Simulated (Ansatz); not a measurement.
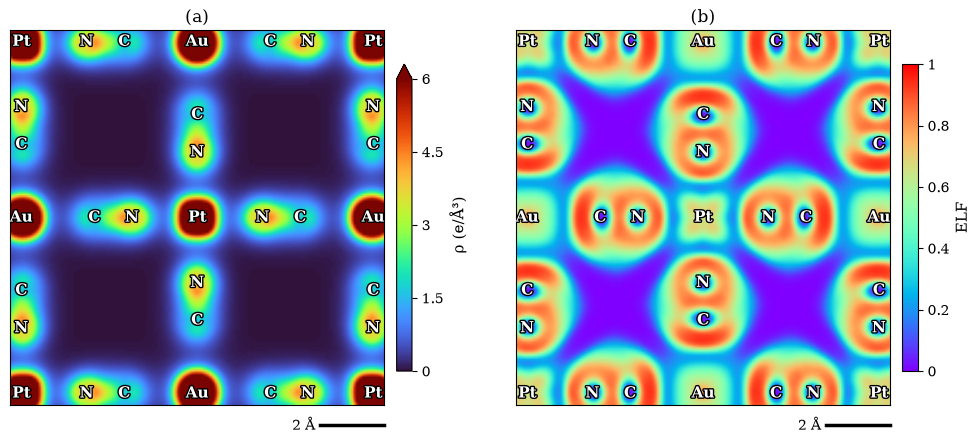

PtAuC6N6. (a) valence charge density (pseudo); (b) electron localisation function on the (100) plane of the conventional cell.

Space group Fm-3m; a structure generated by program, which may or may not match a known phase; spin-polarised.

Level of theory: DFT PBE, scalar-relativistic, plane waves, PAW (Ansatz).

**Interpret the plot.**

Atoms in the plane: Pt, C, Au and N. C–N (1.17 Å): ρ is about 3.4 e/Å³ halfway; the ELF peaks at about 0.85 between the atoms. Pt–N (2.03 Å): ρ is about 0.89 e/Å³ halfway; the ELF peaks at about 0.90 in the valence shell of N, 0.6 Å from its nucleus, and is about 0.25 at the midpoint. Au–C (2.27 Å): ρ is about 0.61 e/Å³ halfway; the ELF peaks at about 0.95 in the valence shell of C, 0.6 Å from its nucleus, and drops to about 0.25 between the two atoms. The density dies away to nearly zero in the voids. The features right at Pt and Au lie inside the PAW spheres, where the map follows smoothed inner orbitals and isn't to be read closely.

**How are the moments arranged in this solution?**

Parallel moments, as they must be, since the calculation's own cell holds one magnetic site; site moments Au: +0.5 μB (×4) in one cell of 56 atoms.
